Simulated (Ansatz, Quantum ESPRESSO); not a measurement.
**Pm3Al (Pm-3m): zone-centre phonons**

Which modes does Pm3Al (Pm-3m) have at the zone centre?

Calculated with Quantum ESPRESSO 7.5; DFT PBEsol, scalar-relativistic, plane waves, PseudoDojo norm-conserving, 4f in core pseudopotentials.

## Step 1: Set-up

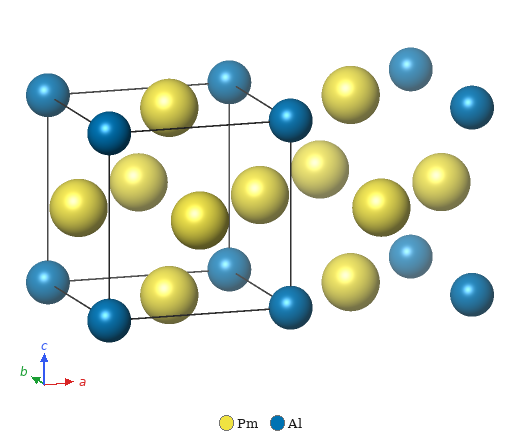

The cell as given, from a free direction (promethium yellow, aluminium blue). 2×1×1 cells are drawn. Some periodic images of atoms are drawn too.

Structure file:

```cif
data_structure
_symmetry_space_group_name_H-M 'P 1'
_symmetry_Int_Tables_number 1
_cell_length_a 4.8567
_cell_length_b 4.8567
_cell_length_c 4.8567
_cell_angle_alpha 90.000
_cell_angle_beta 90.000
_cell_angle_gamma 90.000
_cell_volume 114.56
loop_
_atom_site_label
_atom_site_type_symbol
_atom_site_fract_x
_atom_site_fract_y
_atom_site_fract_z
_atom_site_occupancy
Pm1 Pm 0.00000 0.50000 0.50000 1
Pm2 Pm 0.50000 0.00000 0.50000 1
Pm3 Pm 0.50000 0.50000 0.00000 1
Al4 Al 0.00000 0.00000 0.00000 1
```

## Step 2: A probe with smearing

A cheap run with smearing and empty bands tells whether the crystal has a gap, which decides between fixed occupations and smearing later on.

probe.in reads:

```
&CONTROL
  calculation = 'scf'
  prefix      = 'x'
  outdir      = './tmp'
  pseudo_dir  = './pseudo'
  tprnfor     = .true.
  tstress     = .true.
  verbosity   = 'high'
/
&SYSTEM
  ibrav       = 1
  celldm(1)   = 9.17783259
  nat         = 4
  ntyp        = 2
  ecutwfc     = 44.0
  input_dft   = 'pbesol'
  occupations = 'smearing'
  smearing    = 'gaussian'
  degauss     = 0.01
/
&ELECTRONS
  conv_thr         = 1.0d-07
  mixing_beta      = 0.7
  electron_maxstep = 100
/
ATOMIC_SPECIES
 Pm    144.9128  Pm.upf
 Al     26.9815  Al.upf
ATOMIC_POSITIONS crystal
 Pm     0.000000000   0.500000000   0.500000000
 Pm     0.500000000   0.000000000   0.500000000
 Pm     0.500000000   0.500000000   0.000000000
 Al     0.000000000   0.000000000   0.000000000
K_POINTS automatic
 4 4 4 0 0 0
```

Command:

```
OMP_NUM_THREADS=1 mpirun -n 4 pw.x -nk 4 -in probe.in > probe.out
```

The log of the run:

```text
[banners, grids, parts of the stress and lines that vanish by symmetry left out]
Program PWSCF v.7.5
     IMPORTANT: XC functional enforced from input :
     Exchange-correlation= PBESOL
                           (   1   4  10   8   0   0   0)
[...]
kinetic-energy cutoff     =      44.0000  Ry
     charge density cutoff     =     176.0000  Ry
     scf convergence threshold =      1.0E-07
[...]
Exchange-correlation= PBESOL
                           (   1   4  10   8   0   0   0)
[...]
48 Sym. Ops., with inversion, found
[...]
(     0          1          0      )
                  (     0          0          1      )
[...]
(  0.0000000  1.0000000  0.0000000 )
                  (  0.0000000  0.0000000  1.0000000 )
[...]
(     0         -1          0      )
[...]
(     1          0          0      )
[...]
( -1.0000000  0.0000000  0.0000000 )
                  (  0.0000000  1.0000000  0.0000000 )
[...]
number of k points=    10  Gaussian smearing, width (Ry)=  0.0100
[...]
End of self-consistent calculation
[...]
the Fermi energy is    10.4503 ev
!    total energy              =    -238.50268803 Ry
[...]
convergence has been achieved in   7 iterations
[...]
atom    1 type  1   force =     0.00000000    0.00000000    0.00000000
     atom    2 type  1   force =     0.00000000    0.00000000    0.00000000
     atom    3 type  1   force =     0.00000000    0.00000000    0.00000000
     atom    4 type  2   force =     0.00000000    0.00000000    0.00000000
[...]
Total force =     0.000000     Total SCF correction =     0.000000
[...]
total   stress  (Ry/bohr**3)                   (kbar)     P=      -19.84
[...]
XML data file, charge density, pseudopotentials, collected wavefunctions

   JOB DONE.
```

Run time: 4.1 s. Hardware: 4 MPI ranks of Arm Neoverse V2, shared host; 16 s of CPU time.

This step gave:

```
volume per atom   : 28.64 Å³
pressure          : -1.984 GPa
gap on the k-mesh : 0 eV
```

No gap opens on this mesh, so smearing is kept; the start stands at -2.0 GPa.

## Step 3: Relaxing the cell and atoms

Frequencies change by per cents with a per cent of volume, so the structure is first brought to rest at this level of theory.

relax.in reads:

```
&CONTROL
  calculation   = 'vc-relax'
  prefix        = 'x'
  outdir        = './tmp'
  pseudo_dir    = './pseudo'
  tprnfor       = .true.
  tstress       = .true.
  forc_conv_thr = 2.0d-05
  etot_conv_thr = 1.0d-07
  nstep         = 40
/
&SYSTEM
  ibrav       = 1
  celldm(1)   = 9.17783259
  nat         = 4
  ntyp        = 2
  ecutwfc     = 44.0
  input_dft   = 'pbesol'
  occupations = 'smearing'
  smearing    = 'mv'
  degauss     = 0.02
/
&ELECTRONS
  conv_thr         = 1.0d-11
  mixing_beta      = 0.7
  electron_maxstep = 100
/
&IONS
/
&CELL
  press_conv_thr = 0.1
/
ATOMIC_SPECIES
 Pm    144.9128  Pm.upf
 Al     26.9815  Al.upf
ATOMIC_POSITIONS crystal
 Pm     0.000000000   0.500000000   0.500000000
 Pm     0.500000000   0.000000000   0.500000000
 Pm     0.500000000   0.500000000   0.000000000
 Al     0.000000000   0.000000000   0.000000000
K_POINTS automatic
 6 6 6 0 0 0
```

Command:

```
OMP_NUM_THREADS=1 mpirun -n 4 pw.x -nk 4 -in relax.in > relax.out
```

The log of the run:

```text
[banners, grids, parts of the stress and lines that vanish by symmetry left out]
[banner, memory and clock lines left out]
Program PWSCF v.7.5

[...]
Exchange-correlation= PBESOL
                           (   1   4  10   8   0   0   0)
[...]
kinetic-energy cutoff     =      44.0000  Ry
     charge density cutoff     =     176.0000  Ry
     scf convergence threshold =      1.0E-11
[...]
energy convergence thresh.=      1.0E-07
     force convergence thresh. =      2.0E-05
     press convergence thresh. =      1.0E-01
     Exchange-correlation= PBESOL
                           (   1   4  10   8   0   0   0)
[...]
48 Sym. Ops., with inversion, found
[...]
number of k points=    20  Marzari-Vanderbilt smearing, width (Ry)=  0.0200
[...]
End of self-consistent calculation
[...]
the Fermi energy is    10.4136 ev
!    total energy              =    -238.50377340 Ry
[...]
convergence has been achieved in  12 iterations
[...]
atom    1 type  1   force =     0.00000000    0.00000000    0.00000000
     atom    2 type  1   force =     0.00000000    0.00000000    0.00000000
     atom    3 type  1   force =     0.00000000    0.00000000    0.00000000
     atom    4 type  2   force =     0.00000000    0.00000000    0.00000000
     Total force =     0.000000     Total SCF correction =     0.000000
[...]
total   stress  (Ry/bohr**3)                   (kbar)     P=      -24.03
[...]
number of bfgs steps    =   0
[...]
CELL_PARAMETERS (alat=  9.17783259)
[...]
ATOMIC_POSITIONS (crystal)
Pm               0.0000000000        0.5000000000        0.5000000000
Pm               0.5000000000        0.0000000000        0.5000000000
Pm               0.5000000000        0.5000000000        0.0000000000
Al               0.0000000000        0.0000000000        0.0000000000
[...]
New effective cutoffs (rho, wfc):  176.73   44.35
[...]
End of self-consistent calculation
[...]
the Fermi energy is    10.5659 ev
!    total energy              =    -238.50515744 Ry
[...]
convergence has been achieved in   8 iterations
[...]
atom    1 type  1   force =     0.00000000    0.00000000    0.00000000
     atom    2 type  1   force =     0.00000000    0.00000000    0.00000000
     atom    3 type  1   force =     0.00000000    0.00000000    0.00000000
     atom    4 type  2   force =     0.00000000    0.00000000    0.00000000
     Total force =     0.000000     Total SCF correction =     0.000000
[...]
total   stress  (Ry/bohr**3)                   (kbar)     P=      -19.08
[...]
number of bfgs steps    =   1
[...]
CELL_PARAMETERS (alat=  9.17783259)
[...]
ATOMIC_POSITIONS (crystal)
[...]
New effective cutoffs (rho, wfc):  178.92   44.90
[...]
End of self-consistent calculation
[...]
the Fermi energy is    10.7988 ev
!    total energy              =    -238.50660360 Ry
[...]
convergence has been achieved in  10 iterations
[...]
atom    1 type  1   force =     0.00000000    0.00000000    0.00000000
     atom    2 type  1   force =     0.00000000    0.00000000    0.00000000
     atom    3 type  1   force =     0.00000000    0.00000000    0.00000000
     atom    4 type  2   force =     0.00000000    0.00000000    0.00000000
     Total force =     0.000000     Total SCF correction =     0.000000
[...]
total   stress  (Ry/bohr**3)                   (kbar)     P=      -11.18
[...]
number of bfgs steps    =   2
[...]
CELL_PARAMETERS (alat=  9.17783259)
[...]
ATOMIC_POSITIONS (crystal)
[...]
New effective cutoffs (rho, wfc):  182.01   45.68
[...]
End of self-consistent calculation
[...]
the Fermi energy is    11.1276 ev
!    total energy              =    -238.50729606 Ry
[...]
convergence has been achieved in  11 iterations
[...]
atom    1 type  1   force =     0.00000000    0.00000000    0.00000000
     atom    2 type  1   force =     0.00000000    0.00000000    0.00000000
[...]
Total force =     0.000000     Total SCF correction =     0.000000
[...]
total   stress  (Ry/bohr**3)                   (kbar)     P=        0.68
[...]
number of bfgs steps    =   3
[...]
CELL_PARAMETERS (alat=  9.17783259)
[...]
ATOMIC_POSITIONS (crystal)
[...]
New effective cutoffs (rho, wfc):  181.83   45.63
[...]
End of self-consistent calculation
[...]
the Fermi energy is    11.1087 ev
!    total energy              =    -238.50729845 Ry
[...]
convergence has been achieved in   9 iterations
[...]
Total force =     0.000000     Total SCF correction =     0.000000
[...]
total   stress  (Ry/bohr**3)                   (kbar)     P=       -0.02
[...]
number of bfgs steps    =   4
[...]
small trust_radius: resetting bfgs history
[...]
CELL_PARAMETERS (alat=  9.17783259)
[...]
ATOMIC_POSITIONS (crystal)
[...]
New effective cutoffs (rho, wfc):  181.83   45.63
[...]
End of self-consistent calculation
[...]
the Fermi energy is    11.1089 ev
!    total energy              =    -238.50729845 Ry
[...]
convergence has been achieved in   4 iterations
[...]
atom    1 type  1   force =     0.00000000    0.00000000    0.00000000
     atom    2 type  1   force =     0.00000000    0.00000000    0.00000000
     atom    3 type  1   force =     0.00000000    0.00000000    0.00000000
     atom    4 type  2   force =     0.00000000    0.00000000    0.00000000
     Total force =     0.000000     Total SCF correction =     0.000000
[...]
total   stress  (Ry/bohr**3)                   (kbar)     P=       -0.02
[...]
bfgs converged in   6 scf cycles and   5 bfgs steps
[...]
End of BFGS Geometry Optimization
     Final enthalpy           =    -238.5072984498 Ry
     File ./tmp/x.bfgs deleted, as requested
[...]
CELL_PARAMETERS (alat=  9.17783259)
[...]
ATOMIC_POSITIONS (crystal)
[...]
Pm               0.5000000000        0.5000000000        0.0000000000
Al               0.0000000000        0.0000000000        0.0000000000
[...]
Final scf calculation at the relaxed structure.
[...]
kinetic-energy cutoff     =      44.0000  Ry
     charge density cutoff     =     176.0000  Ry
     scf convergence threshold =      1.0E-13
[...]
press convergence thresh. =      1.0E-01
     Exchange-correlation= PBESOL
                           (   1   4  10   8   0   0   0)
[...]
48 Sym. Ops., with inversion, found
[...]
number of k points=    20  Marzari-Vanderbilt smearing, width (Ry)=  0.0200
[...]
c_bands:  1 eigenvalues not converged
[...]
End of self-consistent calculation
[...]
the Fermi energy is    11.1089 ev
!    total energy              =    -238.50724167 Ry
[...]
convergence has been achieved in  13 iterations
[...]
atom    1 type  1   force =     0.00000000    0.00000000    0.00000000
     atom    2 type  1   force =     0.00000000    0.00000000    0.00000000
     atom    3 type  1   force =     0.00000000    0.00000000    0.00000000
     atom    4 type  2   force =     0.00000000    0.00000000    0.00000000
     Total force =     0.000000     Total SCF correction =     0.000000
[...]
total   stress  (Ry/bohr**3)                   (kbar)     P=       -0.27
[...]
XML data file, charge density, pseudopotentials, collected wavefunctions
```

Elapsed: 49 s, on 4 MPI ranks.

Relaxation path:

```
step  energy less that of the first step (eV)  largest force (eV/Å)  pressure (GPa)  volume (Å³)
   1                                   0.0000                0.0000           -2.40       114.56
   2                                  -0.0188                0.0000           -1.91       113.16
   3                                  -0.0385                0.0000           -1.12       111.08
   4                                  -0.0479                0.0000            0.07       108.27
   5                                  -0.0480                0.0000            0.00       108.43
   6                                  -0.0480                0.0000            0.00       108.43
   7                                  -0.0472                0.0000           -0.03       108.43
```

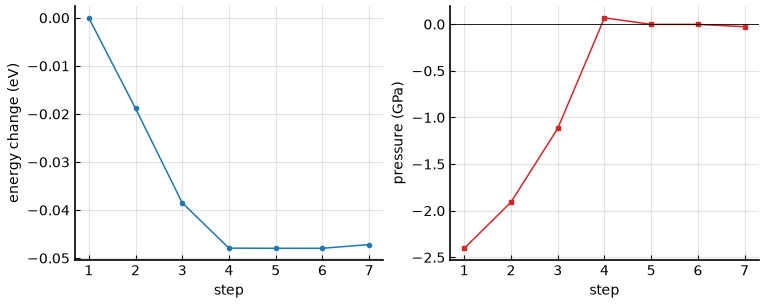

Energy and pressure along the relaxation.

```
conventional cell, symmetrised  before  after  change
                         a (Å)   4.857  4.768  -1.8 %
                         b (Å)   4.857  4.768  -1.8 %
                         c (Å)   4.857  4.768  -1.8 %
              volume (Å³/atom)   28.64  27.11  -5.3 %
```

Final coordinates:

```
Pm Al
1.0
     4.76850    0.00000    0.00000
     0.00000    4.76850    0.00000
     0.00000    0.00000    4.76850
Pm Al
3 1
Direct
  0.00000 0.50000 0.50000
  0.50000 0.00000 0.50000
  0.50000 0.50000 0.00000
  0.00000 0.00000 0.00000
```

The last row of the table of steps is pw.x's closing run on a basis chosen anew for the final cell, so its energy can jump.

This step gave:

```yaml
volume_per_atom: 27.11 Å³
pressure: -0.02700 GPa
```

The volume changes by -5.3 % from the cell with which this run began.

## Step 4: Self-consistent run for the response

The response is built on this ground state, so it is converged far tighter than an energy would need. Smearing stays on, as the first look found no gap above 0.3 eV.

scf.in reads:

```
&CONTROL
  calculation = 'scf'
  prefix      = 'x'
  outdir      = './tmp'
  pseudo_dir  = './pseudo'
  tprnfor     = .true.
  tstress     = .true.
/
&SYSTEM
  ibrav       = 1
  celldm(1)   = 9.01115351
  nat         = 4
  ntyp        = 2
  ecutwfc     = 44.0
  input_dft   = 'pbesol'
  occupations = 'smearing'
  smearing    = 'mv'
  degauss     = 0.02
/
&ELECTRONS
  conv_thr         = 1.0d-12
  mixing_beta      = 0.7
  electron_maxstep = 100
/
ATOMIC_SPECIES
 Pm    144.9128  Pm.upf
 Al     26.9815  Al.upf
ATOMIC_POSITIONS crystal
 Pm     0.000000000   0.500000000   0.500000000
 Pm     0.500000000   0.000000000   0.500000000
 Pm     0.500000000   0.500000000   0.000000000
 Al     0.000000000   0.000000000   0.000000000
K_POINTS automatic
 6 6 6 0 0 0
```

Command:

```
OMP_NUM_THREADS=1 mpirun -n 4 pw.x -nk 4 -in scf.in > scf.out
```

The log of the run:

```text
[banners, grids, parts of the stress and lines that vanish by symmetry left out]
[banner, memory and clock lines left out]
Program PWSCF v.7.5

[...]
Exchange-correlation= PBESOL
                           (   1   4  10   8   0   0   0)
[...]
kinetic-energy cutoff     =      44.0000  Ry
     charge density cutoff     =     176.0000  Ry
     scf convergence threshold =      1.0E-12
[...]
Exchange-correlation= PBESOL
                           (   1   4  10   8   0   0   0)
[...]
48 Sym. Ops., with inversion, found
[...]
number of k points=    20  Marzari-Vanderbilt smearing, width (Ry)=  0.0200
[...]
c_bands:  1 eigenvalues not converged
[...]
End of self-consistent calculation
[...]
the Fermi energy is    11.1089 ev
!    total energy              =    -238.50724167 Ry
[...]
convergence has been achieved in  14 iterations
[...]
atom    1 type  1   force =     0.00000000    0.00000000    0.00000000
     atom    2 type  1   force =     0.00000000    0.00000000    0.00000000
     atom    3 type  1   force =     0.00000000    0.00000000    0.00000000
     atom    4 type  2   force =     0.00000000    0.00000000    0.00000000
     Total force =     0.000000     Total SCF correction =     0.000000
[...]
total   stress  (Ry/bohr**3)                   (kbar)     P=       -0.27
[...]
XML data file, charge density, pseudopotentials, collected wavefunctions
```

The job ended after 9.9 s (4 MPI ranks; 39 s of CPU time).

The cell stands at -0.027 GPa, close enough for phonons.

(Part 1 of 3 ends here.)

[Host names and launcher messages were left out of these logs when they were recorded.]

[Logs are printed without paths, hosts, clocks, repeated set-up lines and the standing remarks that a program may print on its own settings, such as how far it seeks lower states.]

[Hosts, paths, dates, database ids (printed as entryN), source tags and the programs' standing remarks are cut or masked in the printed files.]
